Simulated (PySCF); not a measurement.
**NEVPT2(6,7)/6-31G run of AlH3 (SMILES [H][Al]([H])[H])**

Aim: the vertical singlet–triplet gap of AlH3 at NEVPT2(6,7)/6-31G, from 2 runs. The job is set up through a Python script.

Program for the calculation: PySCF 2.14.0.

8 further runs of the same task are left out: 8 set aside as unsound or not needed.

## (1) The molecule

AlH3 has 4 atoms, charge 0, and is taken as a singlet. As SMILES, `[H][Al]([H])[H]`. Geometry: a GFN2-xTB relaxation, a rough one for these elements and not checked as a minimum.

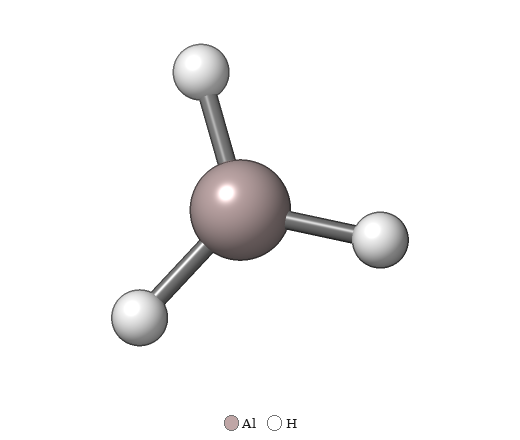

Viewed from a chosen angle; aluminium light grey, hydrogen white.

## (2) A single-point energy at NEVPT2(6,7)/6-31G

Contents of input.py:

```python
import numpy
from pyscf import gto, scf, mp, mcscf, mrpt

molecule = gto.Mole()
molecule.atom = '''
Al      -0.000010      -0.000020       0.000020
H        1.552650      -0.030520       0.014610
H       -0.749810       1.359840      -0.019120
H       -0.802830      -1.329300       0.004480
'''
molecule.verbose = 3
molecule.charge = 0
molecule.max_memory = 1860
molecule.basis = '6-31g'
molecule.build()

myscf = molecule.RHF()
myscf.conv_tol = 1e-10
myscf.kernel()
if not myscf.converged:
    myscf = myscf.newton().run(myscf.mo_coeff, myscf.mo_occ)

pt = mp.MP2(scf.addons.convert_to_uhf(myscf)).run()
noons, natorbs = mcscf.addons.make_natural_orbitals(pt)
print('natural occupations', numpy.round(noons[:40], 4))
cas = mcscf.CASSCF(myscf, 7, 6)
cas.fix_spin_(ss=0.0)
cas.natorb = True
cas.kernel(natorbs)
e_pt2 = mrpt.NEVPT(cas).kernel()
energy = cas.e_tot + e_pt2
print('Final energy', energy)
```

Command:

```console
OMP_NUM_THREADS=1 python input.py
```

Output:

```text
converged SCF energy = -243.586200452255
E(UMP2) = -243.630715283985  E_corr = -0.0445148317295683
E(SCS-UMP2) = -243.637374921209  E_corr = -0.0511744689540622
natural occupations [2.0000e+00 1.9999e+00 1.9998e+00 1.9998e+00 1.9997e+00 1.9876e+00
 1.9846e+00 1.9846e+00 1.4100e-02 8.7000e-03 8.7000e-03 3.1000e-03
 2.8000e-03 2.8000e-03 2.3000e-03 6.0000e-04 6.0000e-04 3.0000e-04
 1.0000e-04]
CASSCF energy = -243.632996721711
CASCI E = -243.632996721711  E(CI) = -7.31417249372149  S^2 = 0.0000000
Sr    (-1)',   E = -0.00273252794706
Si    (+1)',   E = -0.00016304625361
Sijrs (0)  ,   E = -0.00043180382773
Sijr  (+1) ,   E = -0.00129438966733
Srsi  (-1) ,   E = -0.00008960695418
Srs   (-2) ,   E = -0.00490625442409
Sij   (+2) ,   E = -0.00089848826430
Sir   (0)' ,   E = -0.00029246459569
Nevpt2 Energy = -0.010808581933979
Final energy -243.64380530364522
```

Run time: 1.6 s. Hardware: 1 thread of Arm Neoverse V1, shared host; peak memory 0.12 GiB.

## (3) The triplet at the same level

Contents of job.py:

```python
import numpy
from pyscf import gto, scf, mp, mcscf, mrpt

mol = gto.M(
    atom='''
Al  -0.000010  -0.000020   0.000020
H    1.552650  -0.030520   0.014610
H   -0.749810   1.359840  -0.019120
H   -0.802830  -1.329300   0.004480
''',
    verbose=3,
    basis='6-31g',
    max_memory=1860,
    spin=2,
)

hf = scf.ROHF(mol)
hf.conv_tol = 1e-10
hf.kernel()
if not hf.converged:
    hf = hf.newton().run(hf.mo_coeff, hf.mo_occ)

pt = mp.MP2(scf.addons.convert_to_uhf(hf)).run()
noons, natorbs = mcscf.addons.make_natural_orbitals(pt)
print('natural occupations', numpy.round(noons[:40], 4))
cas = mcscf.CASSCF(hf, 7, 6)
cas.fix_spin_(ss=2.0)
cas.natorb = True
cas.kernel(natorbs)
e_pt2 = mrpt.NEVPT(cas).kernel()
etot = cas.e_tot + e_pt2
print('E(%s) = %.9f' % ('NEVPT2', etot))
```

Command:

```console
OMP_NUM_THREADS=1 python job.py
```

Output:

```text
converged SCF energy = -243.384354470319
E(UMP2) = -243.43129309482  E_corr = -0.0469386245005932
E(SCS-UMP2) = -243.437691544333  E_corr = -0.0533370740135614
natural occupations [2.0000e+00 1.9999e+00 1.9998e+00 1.9998e+00 1.9997e+00 1.9832e+00
 1.9753e+00 1.0004e+00 9.9810e-01 1.7000e-02 9.3000e-03 6.3000e-03
 3.0000e-03 2.7000e-03 2.3000e-03 1.9000e-03 7.0000e-04 4.0000e-04
 4.0000e-04]
CASSCF energy = -243.444816721786
CASCI E = -243.444816721786  E(CI) = -7.12550189462561  S^2 = 2.0000000
Sr    (-1)',   E = -0.00495789248844
Si    (+1)',   E = -0.00013041106159
Sijrs (0)  ,   E = -0.00073763079994
Sijr  (+1) ,   E = -0.00133461547192
Srsi  (-1) ,   E = -0.00014159171912
Srs   (-2) ,   E = -0.00468067114961
Sij   (+2) ,   E = -0.00054321650408
Sir   (0)' ,   E = -0.00030191660351
Nevpt2 Energy = -0.012827945798196
E(NEVPT2) = -243.457644668
```

Wall time 1.3 s (1 thread of Arm Neoverse V1, shared host); peak memory 0.12 GiB.

## (4) Outcome

Level: NEVPT2(6,7)/6-31G.

| quantity | value |
| --- | --- |
| singlet: total energy | -243.64381 Eh |
| singlet: dipole moment (Hartree–Fock density) | 0.00 D |
| singlet: HOMO energy (Hartree–Fock orbitals) | -11.74 eV |
| singlet: LUMO energy (Hartree–Fock orbitals) | 0.79 eV |
| singlet: HOMO–LUMO gap (Hartree–Fock orbitals) | 12.53 eV |
| triplet: total energy | -243.45764 Eh |
| triplet: dipole moment (Hartree–Fock density) | 1.95 D |
| vertical energy of the triplet above the singlet | 5.066 eV |

What this shows: At this shape the triplet lies 5.07 eV (489 kJ/mol) above the singlet. Mulliken charges (singlet) of the mean-field density run from -0.28 on H2 to +0.83 on Al1; they depend strongly on the basis.
